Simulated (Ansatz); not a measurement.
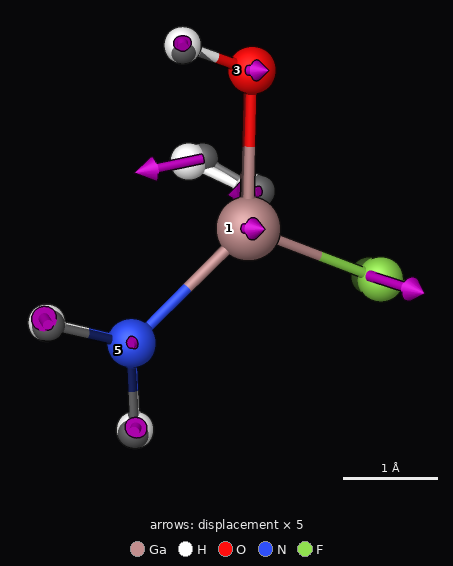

This is a relaxation of GaNH5OF. The starting structure is drawn faded, the final one solid; purple arrows show the displacements, magnified 5 times. The two geometries are superimposed by the best rigid fit.

The picture is a ball-and-stick view, seen from a free direction.

The run prepares an end point of a later path (reaction) calculation, from a guessed geometry.

These are results of RKS PBE0-D4/def2-SVP in Ansatz 0.2.0, not measurements.

Input
```yaml
crystal:
  periodic: [false, false, false]
  atoms:
    - { symbol: Ga, position_ang: [-0.029467, 0.551737, -0.445855] }
    - { symbol: H, position_ang: [-0.062283, 0.169007, 2.297952] }
    - { symbol: O, position_ang: [1.528305, -0.284525, -0.585939] }
    - { symbol: H, position_ang: [1.501653, -1.090176, -1.110818] }
    - { symbol: "N", position_ang: [-1.609508, 0.013619, -1.112231] }
    - { symbol: H, position_ang: [-1.790083, -0.905862, -1.493254] }
    - { symbol: H, position_ang: [-2.456815, 0.547327, -0.969929] }
    - { symbol: F, position_ang: [0.034047, 2.094203, 0.328184] }
    - { symbol: H, position_ang: [-0.031949, 0.84207, 2.044291] }
basis:
  gaussian: { orbitals: def2-SVP }
hamiltonian:
  xc: pbe0
  dispersion: d4
relax:
  f_tol: 0.03
  max_steps: 50
```

Launched with:
```bash
ansatz run input.yaml --threads 2 --pin off --max-ram 3072MiB --backend cpu --events-out ev --progress --plain --runs-dir out
```

What did the optimiser do to the structure, and how much energy did it gain?

Over 7 accepted moves (8 points after the start) the energy falls by 1.52 kcal/mol. Largest force component: 1.7 eV/Å at the start, 0.0091 eV/Å at the end. The line search rejected the trial step at point 7 of the run. The forces were under the threshold at step 4, but the run went on from there. The atom that moves furthest after the best rigid fit is F8 (0.18 Å). Largest moves by element: F 0.18 Å, H 0.16 Å, Ga 0.06 Å, O 0.06 Å, N 0.03 Å. Among the contacts that change: H2–H9 0.720 → 0.763 Å, Ga1–F8 1.727 → 1.751 Å.
